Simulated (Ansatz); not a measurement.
# C2H8AlClSi: the cost of one run

All numbers below are computed with Ansatz 0.2.0 (RKS PBE/def2-SVP).

## (1) The structure to begin with

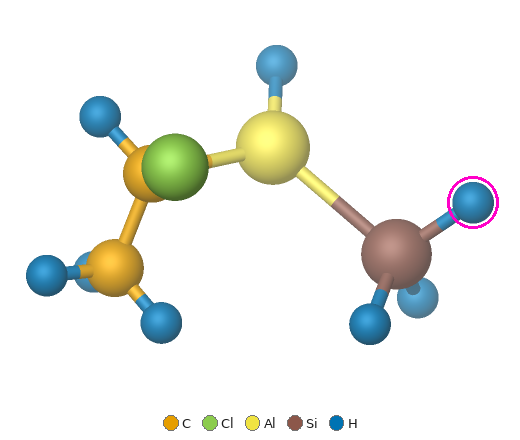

The starting structure, seen from a chosen angle (carbon amber, chlorine green, aluminium yellow, silicon brown, hydrogen blue). Ringed: H13.

Structure file:

```xyz
13

C    -1.6779    0.4783    0.6274
C    -0.3430    1.0826    0.9021
Cl    0.2537    0.4163    2.4160
Al    1.0136    0.6484   -0.5715
Si    1.3656   -1.6300   -1.1057
H    -2.1249    0.9659   -0.3307
H    -1.6616   -0.5817    0.5315
H    -2.3808    0.8099    1.4338
H    -0.3942    2.2076    1.0346
H     1.6619    1.8041   -1.3645
H     0.9699   -1.8849   -2.4619
H     0.5923   -2.4701   -0.1734
H     2.7458   -1.8812   -0.9229
```

## (2) End point A

input.yaml reads:

```yaml
crystal:
  periodic: [false, false, false]
  atoms:
    - { symbol: C, position_ang: [-1.6779, 0.4783, 0.6274] }
    - { symbol: C, position_ang: [-0.343, 1.0826, 0.9021] }
    - { symbol: Cl, position_ang: [0.2537, 0.4163, 2.416] }
    - { symbol: Al, position_ang: [1.0136, 0.6484, -0.5715] }
    - { symbol: Si, position_ang: [1.3656, -1.63, -1.1057] }
    - { symbol: H, position_ang: [-2.1249, 0.9659, -0.3307] }
    - { symbol: H, position_ang: [-1.6616, -0.5817, 0.5315] }
    - { symbol: H, position_ang: [-2.3808, 0.8099, 1.4338] }
    - { symbol: H, position_ang: [-0.3942, 2.2076, 1.0346] }
    - { symbol: H, position_ang: [1.6619, 1.8041, -1.3645] }
    - { symbol: H, position_ang: [0.9699, -1.8849, -2.4619] }
    - { symbol: H, position_ang: [0.5923, -2.4701, -0.1734] }
    - { symbol: H, position_ang: [2.7458, -1.8812, -0.9229] }
basis:
  gaussian: { orbitals: def2-SVP }
hamiltonian:
  xc: pbe
relax:
  f_tol: 0.02
  max_steps: 50
```

The run is started by

```
$ ansatz run input.yaml --threads 2 --pin off --max-ram 3072MiB --backend cpu --events-out ev --progress --plain --runs-dir out
```

**Question.** How long does this run take on 2 threads of AMD EPYC 7B13 (Zen 3), shared host, and how much memory does it need?

About 29 s, with a peak of 0.19 GiB.
